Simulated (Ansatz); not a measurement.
**SiH$_{4}$···ClH$_{3}$Si: density, localisation and related maps**

Input

```
crystal:
  periodic: [false, false, false]
  atoms:
    - {symbol: Si, position_ang: [-0.981070, 0.515783, -1.912656]}
    - {symbol: H, position_ang: [-0.896912, -0.304533, -0.677569]}
    - {symbol: H, position_ang: [-0.783567, -0.362024, -3.093912]}
    - {symbol: H, position_ang: [-2.323463, 1.146252, -1.986636]}
    - {symbol: H, position_ang: [0.065363, 1.566097, -1.887965]}
    - {symbol: Si, position_ang: [0.923545, -0.612746, 1.965417]}
    - {symbol: Cl, position_ang: [1.870651, 0.987564, 1.092730]}
    - {symbol: H, position_ang: [1.615698, -0.926327, 3.236754]}
    - {symbol: H, position_ang: [0.996412, -1.766331, 1.040347]}
    - {symbol: H, position_ang: [-0.486755, -0.243635, 2.223491]}
basis:
  gaussian: {orbitals: def2-TZVPP}
hamiltonian: {xc: pbe0, dispersion: d4}
output: {orbitals: {seedname: orbitals}}
```

Command:

```sh
ansatz run in.yaml --threads 4 --pin off --events-out ev --progress --plain --max-ram 9574MiB
```

The reactant side of a reaction path; geometry: PBE0-D4/def2-TZVP.

Theory: RKS PBE0-D4/def2-TZVPP (Ansatz 0.2.0).

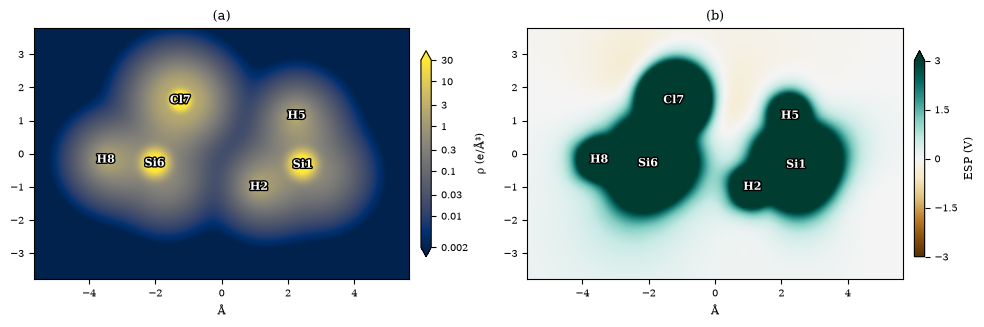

Figure 1. (a) electron density; (b) molecular electrostatic potential on the plane of atoms Cl7, Si6 and H8.

**What do the fields say about this system?**

The plane passes through Si, H and Cl nuclei.
Si6···H2 (3.22 Å): the density falls to about 0.03 e/Å³ on the way: a weak contact between the two molecules.
Si–Cl (2.05 Å): the density is about 0.9 e/Å³ at the midpoint.
Si–H (1.49 Å): the density is about 0.79 e/Å³ at the midpoint.
Outside the dense part of the complex the potential is most negative (−0.4 V) near Cl7.

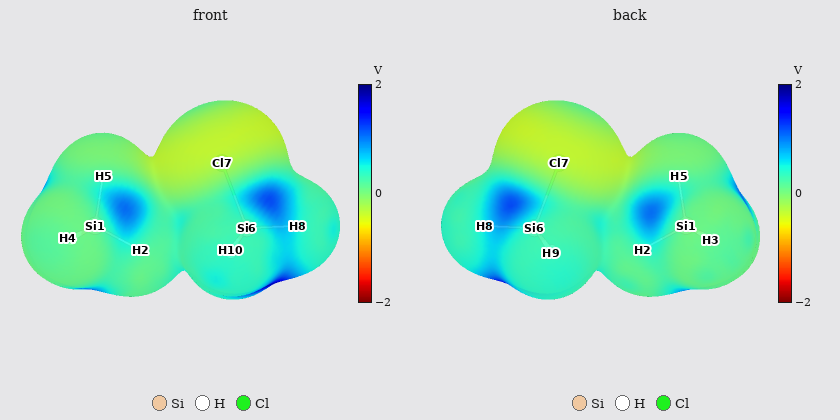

Figure 2. The electrostatic potential painted on the density surface at 0.002 e/bohr³, seen from the front and from behind; red is negative and blue positive.

**Where is the surface potential most negative and most positive?**

The most negative region (about −0.4 V) lies over Cl7, the most positive (about +1.6 V) over Si6.
